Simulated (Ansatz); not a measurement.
# Al: stress in a strained cell

Aim: deform Al (equal xx and yy strain of +2 %) and compute stress, forces and field gradients with LAPW, PAW and all-electron datasets made for the crystal.

Method: DFT LDA, scalar-relativistic, in Ansatz 0.2.0.

## (1) Starting point

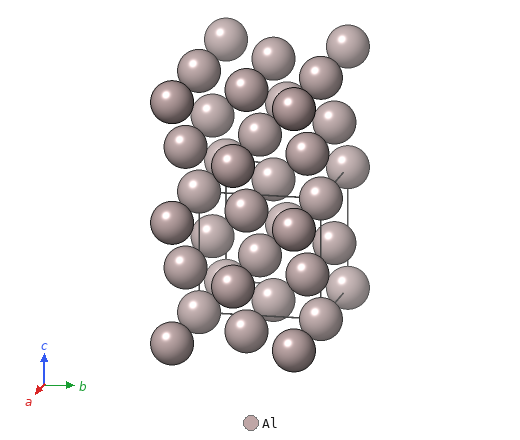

The starting structure, seen slightly off an axis (aluminium light grey). 2×1×2 cells are drawn. Atoms on the faces are drawn again on the opposite ones. The cell drawn here is the conventional one.

Coordinates:

```xyz
1
Lattice="0.0000 2.0240 2.0240 2.0240 0.0000 2.0240 2.0240 2.0240 0.0000" Properties=species:S:1:pos:R:3 pbc="T T T"
Al    0.0000    0.0000    0.0000
```

## (2) The deformed structure

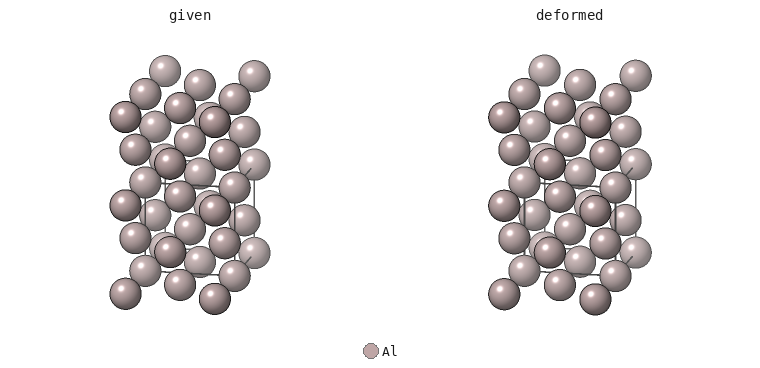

Given and deformed, at one scale.

Space group Fm-3m before, I4/mmm after.

## (3) Full-potential LAPW

The input, input.yaml:

```yaml
crystal:
  lattice:
    - [0.0, 2.0644596, 2.02398]
    - [2.0644596, 0.0, 2.02398]
    - [2.0644596, 2.0644596, 0.0]
  atoms:
    - { symbol: Al, position: [0.0, 0.0, 0.0] }
kpoints:
  mp_grid: { grid: [17, 17, 17] }
  band_path:
    path:
      - [0.0, 0.0, 0.0]
      - [0.0, 0.5, 0.5]
      - [0.25, 0.75, 0.5]
      - [0.0, 0.5, 0.0]
      - [0.0, 0.0, 0.0]
      - [0.5, 0.5, 0.0]
      - [0.38005, 0.61995, 0.0]
      - [-0.38005, 0.38005, 0.0]
      - [0.0, 0.0, 0.0]
    npoints: 5
scf:
  occupations: { method: fermi_dirac, width: 0.03 }
hamiltonian:
  xc: lda
  pseudopotentials: { kind: all_electron, lapw: { basis_error: 0.0005 } }
output:
  forces: true
  stress: true
  eigenvalues: true
```

The run is started by

```console
$ ansatz run input.yaml --threads 1 --pin off --max-ram 3072MiB --backend cpu --events-out ev --progress --plain --runs-dir out
```

Standard output, cut to the lines that bear on the results:

```text
LAPW: plane waves up to 6.105 Å⁻¹, error target 5.0e-4 eV per atom; small_component_spin mean_spin; Al in spheres of 1.446 Å, 11 of its electrons in bands, Dirac shells []
[...]
Pseudopotentials: kind: all_electron
Pseudopotential: Al, LAPW, valence charge 11, Koelling and Harmon's equation, gaussian nucleus
Functional definition: SPW92
[...]
Crystal: 1 atoms, lattice volume = 17.252 Å³
Basis set: ecut = 142.02326555432953 eV, 63 PW (Γ), exchange–correlation at level 2
Bands: 10, of which v1, the nominal top of the filled ones, is band 6 counted from 1 (5 counted from 0)
Symmetry: 16 space group operations
Space group: I4/mmm (ITA 139), of the structure as read, at distance tolerance 2.6e-5 Å
k-points: 405 of 4913
[...]
SCF iter   1: F=—  HF=-6582.969715 eV  |F-HF|=—  |Δ(HF+E_count)|=         —  Δρ=1.02e-2  dr2=1.04e-2  ethr=9.32e-5  ⟨swp⟩=3.3  Hψ=31289  notcnv=0
[...]
SCF iter   5: F=-6582.940885 eV  HF=-6582.940885 eV  |F-HF|=7.10e-10  |Δ(HF+E_count)|=   1.80e-7  Δρ=1.99e-6  dr2=4.43e-10  ethr=9.21e-9  ⟨swp⟩=2.0  Hψ=11151  notcnv=0
[...]
NSCF: frozen V_eff on 41 k-points
SCF converged after 5 iterations
Free energy (F): -6582.940885 eV
[...]
E sigma→0 (E₀):  -6582.940395 eV
Entropy (-TS):   -0.000981 eV (-0.981 meV/atom)
Fermi energy:    9.059438 eV
[...]
--- Forces (eV/Å), atoms counted from 1 ---
  atom   1  Al    -0.00000000     0.00000000     0.00000000
[...]
--- Stress (GPa, compression-positive) ---
       -6.364547       0.000000       0.000000
        0.000000      -6.364547      -0.000000
        0.000000      -0.000000      -5.302357
  P = ⅓ Tr σ = -6.0105 GPa (-60.105 kbar)
--- Band table (eV; the first three rows and the last of 405) ---
  k-point 0: bands = ["-93.5747", "-55.7690", "-55.7690", "-55.7666", "-1.7090", "21.3544", "21.3544", "21.5628", "22.3716", "22.4271"]
[...]
```

Wall time 10 s (1 thread of Arm Neoverse V2, shared host); peak memory 0.29 GiB.

This run gives: pressure -6.01 GPa; no gap.

## (4) PAW on the default files

The input, input.yaml:

```yaml
crystal:
  lattice:
    - [0.0, 2.0644596, 2.02398]
    - [2.0644596, 0.0, 2.02398]
    - [2.0644596, 2.0644596, 0.0]
  atoms:
    - { symbol: Al, position: [0.0, 0.0, 0.0] }
kpoints:
  mp_grid: { grid: [17, 17, 17] }
scf:
  occupations: { method: fermi_dirac, width: 0.03 }
hamiltonian:
  xc: lda
  pseudopotentials: { kind: paw }
output:
  forces: true
  stress: true
  eigenvalues: true
  efg: { contact_densities: true }
```

The run is started by

```console
$ ansatz run input.yaml --threads 1 --pin off --max-ram 3072MiB --backend cpu --events-out ev --progress --plain --runs-dir out
```

Standard output, cut to the lines that bear on the results:

```text
[...]
Pseudopotentials: kind: paw
Pseudopotential: Al, paw, valence charge 3, recommended cutoff 420 eV (normal)
[... 1 set-up line as earlier in the session ...]
[...]
Crystal: 1 atoms, lattice volume = 17.252 Å³
Basis set: ecut = 420 eV, 331 PW (Γ)
Bands: 6, of which v1, the nominal top of the filled ones, is band 2 counted from 1 (1 counted from 0)
[... 2 set-up lines as earlier in the session ...]
k-points: 405 of 4913
[...]
SCF iter   1: F=—  HF=-512.851410 eV  |F-HF|=—  |Δ(HF+E_count)|=         —  Δρ=3.18e-3  dr2=1.72e-3  ethr=1.77e-3  ⟨swp⟩=5.0  Hψ=22182  notcnv=0
[...]
SCF iter   6: F=-512.850732 eV  HF=-512.850732 eV  |F-HF|=0.00e0  |Δ(HF+E_count)|=  1.14e-13  Δρ=2.39e-8  dr2=7.67e-14  ethr=1.00e-12  ⟨swp⟩=2.3  Hψ=7959  notcnv=0
[...]
SCF converged after 6 iterations
Free energy (F): -512.850732 eV
[...]
E sigma→0 (E₀):  -512.850241 eV
Entropy (-TS):   -0.000982 eV (-0.982 meV/atom)
Fermi energy:    7.252913 eV
[...]
--- Forces (eV/Å), atoms counted from 1 ---
  atom   1  Al    -0.00000000     0.00000000    -0.00000000
[...]
--- Stress (GPa, compression-positive) ---
       -6.383053       0.000000       0.000000
        0.000000      -6.383053       0.000000
        0.000000       0.000000      -5.321536
  P = ⅓ Tr σ = -6.0292 GPa (-60.292 kbar)
--- PAW observables at the nuclei: V_zz in 10²¹ V/m², potentials from the cell's mean, atoms counted from 1 ---
  atom   1  Al V_zz =    -0.147635   η = 0.0000   by run symmetry: allowed
            electrostatic potential = -1229.090345 V   contact ρ = 9987.968138 e/Å³
--- Band table (eV; the first three rows and the last of 405) ---
  k-point 0: bands = ["-3.5096", "19.4443", "19.4443", "19.6531", "20.5719", "20.6273"]
[...]
```

Wall time 2.8 s (1 thread of Arm Neoverse V2, shared host); peak memory 0.32 GiB.

Read from it: pressure -6.03 GPa; no gap; Vzz Al -0.15 (η = 0.00) (10²¹ V/m²).

## (5) Datasets made for this crystal

Changes to input.yaml since step 4:

```diff
@@ -13,3 +13,3 @@
   xc: lda
-  pseudopotentials: { kind: paw }
+  pseudopotentials: { kind: all_electron, datasets: crystal }
 output:
```

The run is started by

```console
$ ansatz run input.yaml --threads 1 --pin off --max-ram 3072MiB --backend cpu --events-out ev --progress --plain --runs-dir out
```

Standard output, cut to the lines that bear on the results:

```text
[...]
[... 1 set-up line as earlier in the session ...]
Pseudopotential: Al, paw, valence charge 3, recommended cutoff 140 eV (normal), Koelling and Harmon's equation, gaussian nucleus
[... 1 set-up line as earlier in the session ...]
[...]
Crystal: 1 atoms, lattice volume = 17.252 Å³
Basis set: ecut = 140 eV, 59 PW (Γ)
Bands: 6, of which v1, the nominal top of the filled ones, is band 2 counted from 1 (1 counted from 0)
[... 2 set-up lines as earlier in the session ...]
k-points: 405 of 4913
[...]
SCF iter   1: F=—  HF=-6582.917119 eV  |F-HF|=—  |Δ(HF+E_count)|=         —  Δρ=1.74e-2  dr2=4.44e-2  ethr=1.20e-3  ⟨swp⟩=2.9  Hψ=15029  notcnv=0
[...]
SCF iter   5: F=-6582.940992 eV  HF=-6582.940992 eV  |F-HF|=2.02e-9  |Δ(HF+E_count)|=   3.98e-6  Δρ=3.38e-6  dr2=1.13e-9  ethr=2.52e-7  ⟨swp⟩=2.0  Hψ=3056  notcnv=0  defer=1
[...]
In the spheres:  the bands' charges fall short by 4.1e-7 e at most (sound up to 1e-3)
Fermi energy:    9.059443 eV
[...]
  The terms above E_closure are by the made datasets' own strengths, without shells solved beside the bands.
--- Forces (eV/Å), atoms counted from 1 ---
  atom   1  Al    -0.00000000     0.00000000     0.00000000
[...]
--- Stress (GPa, compression-positive) ---
       -6.366483       0.000000       0.000000
        0.000000      -6.366483       0.000000
        0.000000       0.000000      -5.304377
  P = ⅓ Tr σ = -6.0124 GPa (-60.124 kbar)
--- PAW observables at the nuclei: V_zz in 10²¹ V/m², potentials from the cell's mean, atoms counted from 1 ---
  atom   1  Al V_zz =    -0.147110   η = -0.0000   by run symmetry: allowed
            electrostatic potential = -1226.071484 V   contact ρ = 9993.991440 e/Å³
--- Band table (eV; the first three rows and the last of 405) ---
  k-point 0: bands = ["-1.7090", "21.3545", "21.3545", "21.5628"]
[...]
```

Wall time 13 s (1 thread of Arm Neoverse V2, shared host); peak memory 0.28 GiB.

In short: pressure -6.01 GPa; no gap; Vzz Al -0.15 (η = 0.00) (10²¹ V/m²).

## (6) Stress and forces compared

Stress (GPa, compression positive):

| method | xx | yy | zz | yz | xz | xy |
| --- | --- | --- | --- | --- | --- | --- |
| LAPW | -6.36 | -6.36 | -5.30 | 0.00 | 0.00 | 0.00 |
| PAW | -6.38 | -6.38 | -5.32 | 0.00 | 0.00 | 0.00 |
| crystal datasets | -6.37 | -6.37 | -5.30 | 0.00 | 0.00 | 0.00 |

```
          method  pressure (GPa)  Vzz Al (10²¹ V/m²)  SCF cycles, all passes
            LAPW           -6.01                   –                       5
             PAW           -6.03               -0.15                       6
crystal datasets           -6.01               -0.15                       5
```

## (7) What came out

```
                                 quantity                                              value
                                 pressure  LAPW -6.01, PAW -6.03, crystal datasets -6.01 GPa
largest shear or deviatoric stress (LAPW)                                           0.71 GPa
```

In words: The largest part of the stress beyond the pressure is 0.71 GPa in size, in the zz component. No run of the undeformed cell stands beside it, so the pressure holds what the given cell had before the change. PAW: stress within 0.02 GPa of LAPW. Crystal datasets: stress within 0.01 GPa of LAPW.
